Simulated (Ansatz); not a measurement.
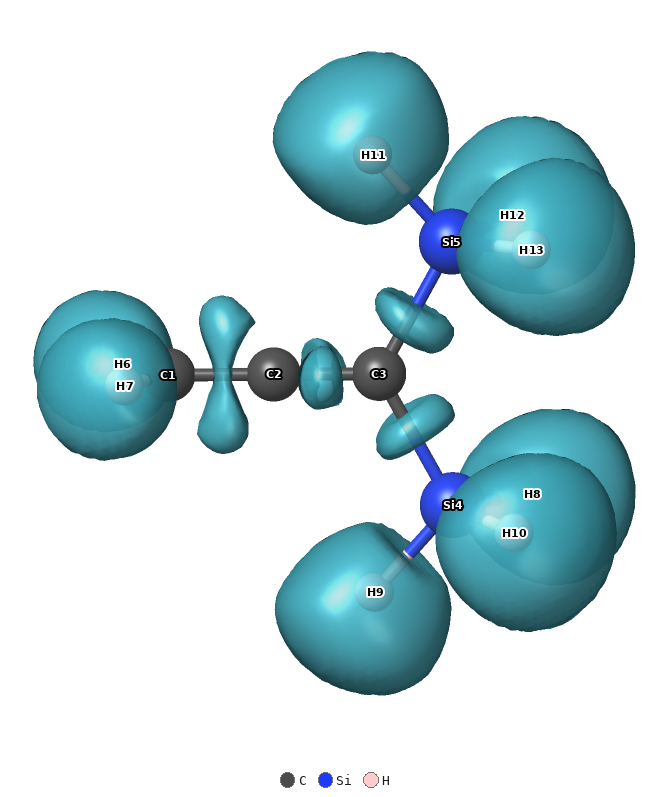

C$_{3}$H$_{8}$Si$_{2}$. Isosurface of the electron localisation function at 0.85 (cyan), seen across its widest extent. Only the valence region is drawn (cores and ρ < 0.01 e/Å³ removed).

Level of theory: Ansatz, RKS BHLYP-D4/def2-SVP.

```xyz
13

C    -1.0643    2.0073   -1.0112
C    -0.5064    0.9570   -0.4806
C     0.0512   -0.0949    0.0488
Si    0.2781   -0.1587    1.9084
Si    0.5964   -1.4898   -1.0783
H    -2.1398    2.0549   -1.1548
H    -0.4664    2.8591   -1.3222
H    -0.2868   -1.4225    2.4400
H    -0.3980    0.9972    2.5355
H     1.7223   -0.1323    2.2425
H     0.4016   -1.0964   -2.4903
H    -0.1923   -2.7109   -0.7870
H     2.0250   -1.8049   -0.8362
```

### What do the ELF domains correspond to?

At this value the surface marks out two regions between bonded C–C atoms (shared pairs), two regions between bonded C–Si atoms (shared pairs) and eight regions around hydrogen nuclei. Along the contacts the grid gives the following. C–C (1.30 Å): the ELF peaks at about 0.90 between the atoms (a multiple bond). C–Si (1.87 Å): the ELF peaks at about 0.95 between the atoms, as expected for localised, covalent bonding.
